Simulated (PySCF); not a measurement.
# BH4In: what the fields show

The calculation's input:

```
# BH4In
from pyscf import gto, dft

mol = gto.M(
    atom='''
B   -0.386661  -0.932473  -0.374033
In  -0.859916   1.368494  -0.841557
H    0.626394  -0.211598  -0.182780
H   -1.309090  -0.498632   0.363136
H   -0.146959  -2.098039  -0.136913
H   -0.746942  -0.775966  -1.569100
''',
    ecp={'In': 'def2-svp'},
    verbose=3,
    max_memory=3720,
    charge=0,
    spin=0,
    basis='def2-tzvpd',
)

mf = dft.RKS(mol, xc='pbe0')
mf = mf.density_fit(auxbasis='def2-universal-jkfit')
mf.conv_tol = 1e-09
mf.max_cycle = 100
mf.grids.level = 3
mf.kernel()
if not mf.converged:
    mf = mf.newton().run(mf.mo_coeff, mf.mo_occ)

e_final = mf.e_tot
print(f'total energy: {e_final:.8f} hartree')
grad = mf.nuc_grad_method().kernel()
dip = mf.dip_moment()
pop, q = mf.mulliken_pop()
```

Launched as:

```sh
OMP_NUM_THREADS=2 python calc.py
```

Geometry: PBE0-D4/def2-SVP; core potentials replace the inner electrons of In.

Level of theory: Gaussian-basis quantum chemistry of an isolated molecule with PySCF, energy and nuclear gradient, functional PBE0 (PySCF 2.14.0).

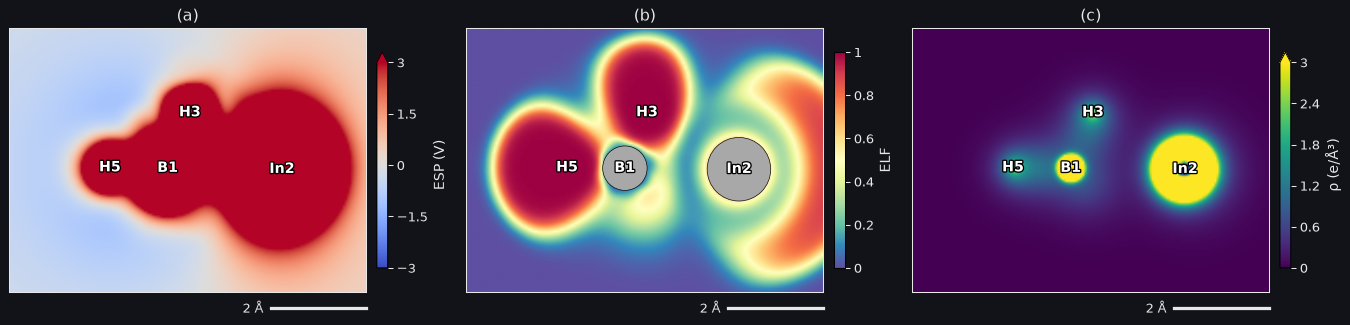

Figure 1. (a) molecular electrostatic potential; (b) ELF; (c) electron density on the plane of atoms In2, B1 and H3. Grey discs cover the atomic cores in the ELF map.

**Read the bonding off the picture.**

- The section cuts through B, In and H sites.
- In–B (2.40 Å): ρ at the midpoint is about 0.33 e/Å³; the ELF is about 0.15 at the midpoint.
- B–H (1.21 Å): ρ at the midpoint is about 1.2 e/Å³; the ELF climbs to about 1 towards the hydrogen, as it does in any bond to H (a covalent bond by its length).
- Outside the dense part of the molecule the potential is most negative (−1.1 V) near H5.

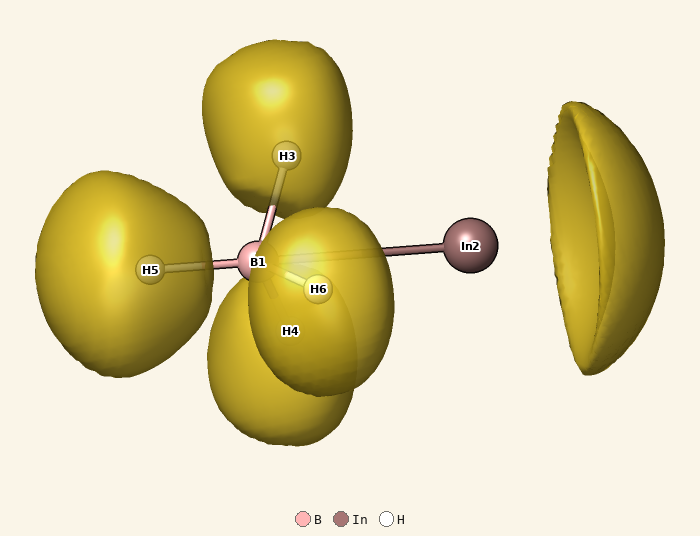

Figure 2. Isosurface of the electron localisation function at 0.8 (yellow), seen at an oblique angle. Core shells and regions of very low density are left out.

**Where are the electrons localised?**

The ELF exceeds this value in four regions around hydrogen nuclei and one lobe on In, pointing away from the bonds (lone pairs).

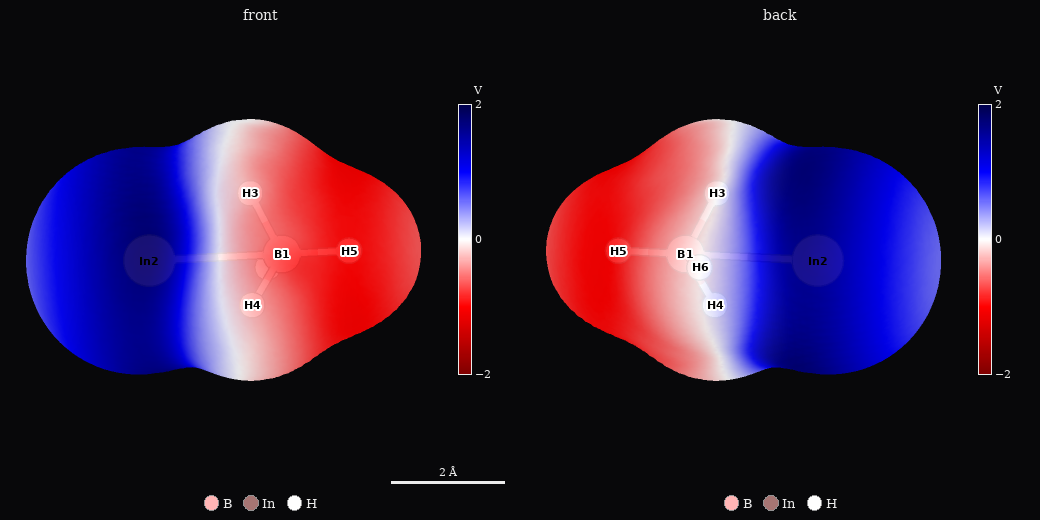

Figure 3. The electrostatic potential painted on the density surface at 0.002 e/bohr³, seen from the front and from behind; the colour scale runs from red (negative) to blue (positive).

**Describe the electrostatic potential map.**

The most negative region (about −1.0 V, or −23 kcal/mol for a unit charge) lies over H5, the most positive (about +1.8 V, or +42 kcal/mol for a unit charge) over In2.
